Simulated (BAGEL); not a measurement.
# CH6O2Si (SMILES C[SiH](O)O), step by step

Wanted: the energy (HF/cc-pVDZ), then a single-point energy (NEVPT2(2,2)/cc-pVDZ) of CH6O2Si. 

The results are computed with BAGEL 1.2.2.

2 further runs of the same task are left out: 2 set aside as unsound or not needed.

**1. Starting point**

The species is CH6O2Si (10 atoms), meant as a singlet with charge 0. As SMILES, `C[SiH](O)O`. One bond was lengthened or shortened from a relaxed shape.

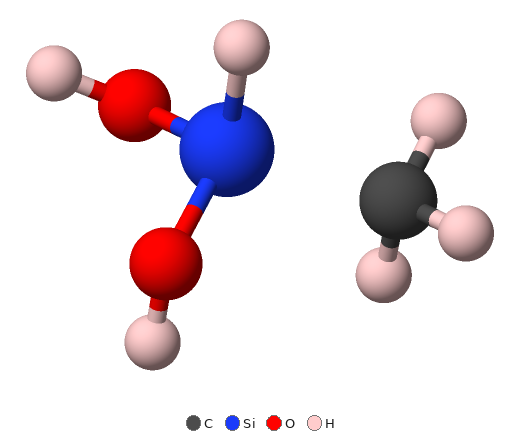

The structure, seen from a chosen angle (carbon dark grey, silicon blue, oxygen red, hydrogen pink).

**2. The energy at HF/cc-pVDZ (density fitting with svp-jkfit) (run 1)**

The input, input.json:

```json
{ "bagel": [

{
  "title": "molecule",
  "basis": "cc-pvdz.json",
  "df_basis": "svp-jkfit",
  "angstrom": true,
  "geometry": [
    { "atom": "C", "xyz": [   -1.564591,    0.372971,   -0.199383 ] },
    { "atom": "Si", "xyz": [    0.517500,    0.180000,    0.206800 ] },
    { "atom": "O", "xyz": [    0.650400,   -1.156000,    1.160800 ] },
    { "atom": "O", "xyz": [    1.425000,    0.058500,   -1.161600 ] },
    { "atom": "H", "xyz": [   -1.952691,   -0.524629,   -0.688583 ] },
    { "atom": "H", "xyz": [   -2.124991,    0.514271,    0.727817 ] },
    { "atom": "H", "xyz": [   -1.755991,    1.228971,   -0.850383 ] },
    { "atom": "H", "xyz": [    1.088600,    1.369900,    0.884700 ] },
    { "atom": "H", "xyz": [    1.521500,   -1.366900,    1.499800 ] },
    { "atom": "H", "xyz": [    1.192100,   -0.627600,   -1.788900 ] }
  ]
},
{
  "title": "hf"
},
{
  "title": "print",
  "file": "orbitals.molden",
  "orbitals": true
}

]}
```

The basis set cc-pVDZ is read from a file made from the Basis Set Exchange's data (not shown).

Started as:

```bash
$ BAGEL_NUM_THREADS=1 BAGEL input.json > input.out
```

Standard output:

```text
* using 1 threads per process

  ===============================================================
  ===============================================================

  *** Geometry ***

  { "atom" : "C", "xyz" : [     -2.956648,      0.704813,     -0.376779 ] },
  { "atom" : "Si", "xyz" : [      0.977933,      0.340151,      0.390795 ] },
  { "atom" : "O", "xyz" : [      1.229078,     -2.184523,      2.193594 ] },
  { "atom" : "O", "xyz" : [      2.692860,      0.110549,     -2.195106 ] },
  { "atom" : "H", "xyz" : [     -3.690051,     -0.991405,     -1.301233 ] },
  { "atom" : "H", "xyz" : [     -4.015651,      0.971831,      1.375375 ] },
  { "atom" : "H", "xyz" : [     -3.318342,      2.322419,     -1.606991 ] },
  { "atom" : "H", "xyz" : [      2.057156,      2.588736,      1.671841 ] },
  { "atom" : "H", "xyz" : [      2.875218,     -2.583067,      2.834211 ] },
  { "atom" : "H", "xyz" : [      2.252743,     -1.185992,     -3.380531 ] },

  Number of auxiliary basis functions:      465

  Since a DF basis is specified, we compute 2- and 3-index integrals:
    o Being stored without compression. Storage requirement is 0.030 GB

  Number of basis functions:       90
  Number of electrons      :       42

    * METHOD: MOLECULE                             0.38

  *** RHF ***

  === Nuclear Repulsion ===
   177.8010724230

      * DIIS with orbital gradients will be used.

  === RHF iteration (cc-pvdz.json) ===
      0       -479.76753596          0.01906316           0.09
      1       -479.99801306          0.01185976           0.09
      2       -480.10623751          0.00148894           0.09
      3       -480.10810531          0.00047586           0.09
      4       -480.10828311          0.00010440           0.09
      5       -480.10829152          0.00002247           0.09
      6       -480.10829209          0.00000919           0.09
      7       -480.10829217          0.00000164           0.09
      8       -480.10829217          0.00000050           0.09
      9       -480.10829217          0.00000015           0.09
     10       -480.10829217          0.00000005           0.09
     11       -480.10829217          0.00000001           0.09
     12       -480.10829217          0.00000000           0.09
    * SCF iteration converged.

    * Permanent dipole moment:
           (   -0.165785,     0.336547,     0.126294) a.u.

    * METHOD: HF                                   1.42

    * METHOD: PRINT                                0.04

  ===============================================================
```

Wall time 2 s (1 thread of Arm Neoverse N1, shared host); peak memory 0.15 GiB.

**3. A single-point energy at NEVPT2(2,2)/cc-pVDZ (density fitting with svp-jkfit) (run 2)**

The input, input.json:

```json
{ "bagel" : [

{
  "title" : "molecule",
  "basis" : "cc-pvdz.json",
  "df_basis" : "svp-jkfit",
  "angstrom" : "true",
  "geometry" : [
    { "atom" : "C", "xyz" : [   -1.564591,    0.372971,   -0.199383 ] },
    { "atom" : "Si", "xyz" : [    0.517500,    0.180000,    0.206800 ] },
    { "atom" : "O", "xyz" : [    0.650400,   -1.156000,    1.160800 ] },
    { "atom" : "O", "xyz" : [    1.425000,    0.058500,   -1.161600 ] },
    { "atom" : "H", "xyz" : [   -1.952691,   -0.524629,   -0.688583 ] },
    { "atom" : "H", "xyz" : [   -2.124991,    0.514271,    0.727817 ] },
    { "atom" : "H", "xyz" : [   -1.755991,    1.228971,   -0.850383 ] },
    { "atom" : "H", "xyz" : [    1.088600,    1.369900,    0.884700 ] },
    { "atom" : "H", "xyz" : [    1.521500,   -1.366900,    1.499800 ] },
    { "atom" : "H", "xyz" : [    1.192100,   -0.627600,   -1.788900 ] }
  ]
},
{ "title" : "hf" },
{ "title" : "nevpt2", "nstate" : 1, "nact" : 2, "nclosed" : 20, "active" : [21, 29], "maxiter" : 200, "natocc" : "true", "ncore" : 8 },
{ "title" : "print", "file" : "orbitals.molden", "orbitals" : "true" }

]}
```

The basis set cc-pVDZ is read from a file made from the Basis Set Exchange's data (not shown).

Started as:

```bash
$ BAGEL_NUM_THREADS=1 BAGEL input.json > input.out
```

Standard output:

```text
* using 1 threads per process

  ===============================================================
  ===============================================================

  *** Geometry ***

  { "atom" : "C", "xyz" : [     -2.956648,      0.704813,     -0.376779 ] },
  { "atom" : "Si", "xyz" : [      0.977933,      0.340151,      0.390795 ] },
  { "atom" : "O", "xyz" : [      1.229078,     -2.184523,      2.193594 ] },
[... 6 lines of this table left out ...]
  { "atom" : "H", "xyz" : [      2.252743,     -1.185992,     -3.380531 ] },

  Number of auxiliary basis functions:      465

  Since a DF basis is specified, we compute 2- and 3-index integrals:
    o Being stored without compression. Storage requirement is 0.030 GB

  Number of basis functions:       90
  Number of electrons      :       42

    * METHOD: MOLECULE                             0.38

  *** RHF ***

[... 11 lines left out ...]
    * SCF iteration converged.
[... 1 line left out ...]
    * Permanent dipole moment:
[... 22 lines left out ...]
      0  0      -480.10874984     1.01e-04      0.03

      1  0      -480.11198779     4.59e-04      0.48
[... 21 lines of this table left out ...]
     12  0      -480.12515065     3.23e-09      0.37

    * Second-order optimization converged. *

     guess   0:   closed 1.                   open ..

  === FCI iteration ===

      0  0      -480.10801644     6.99e-02      0.00
      1  0      -480.12514748     7.44e-04      0.00
      2  0 *    -480.12515065     3.40e-16      0.00

     * ci vector, state   0, <S^2> = 0.0000
       2.     0.9925676560
       .2    -0.1216940762

  === DF-NEVPT2 calculation ===

    * 3-index integral transformation done
    * assembly done

      NEVPT2 correlation energy:   -0.6020219424      0.32

          (+0)     -0.5285992136
          (+0)'    -0.0209526137
          (+1)     -0.0120114441
          (+1)'    -0.0000000000
          (+2)     -0.0003413884
          (-1)     -0.0338676621
          (-1)'     0.0000000000
          (-2)     -0.0062496204

      NEVPT2 total energy:       -480.7271725892

    * METHOD: NEVPT2                               6.79

    * METHOD: PRINT                                0.04

  ===============================================================
```

It took 9 s on 1 thread of Arm Neoverse N1, shared host; peak memory 0.15 GiB.

**4. Summary of results**

| quantity | value |
| --- | --- |
| run 1, HF/cc-pVDZ: total energy | -480.10829 Eh |
| run 1, HF/cc-pVDZ: dipole moment | 1.01 D |
| run 1, HF/cc-pVDZ: HOMO energy | -11.11 eV |
| run 1, HF/cc-pVDZ: LUMO energy | 4.56 eV |
| run 1, HF/cc-pVDZ: HOMO–LUMO gap | 15.67 eV |
| run 2, NEVPT2(2,2)/cc-pVDZ: total energy | -480.72717 Eh |
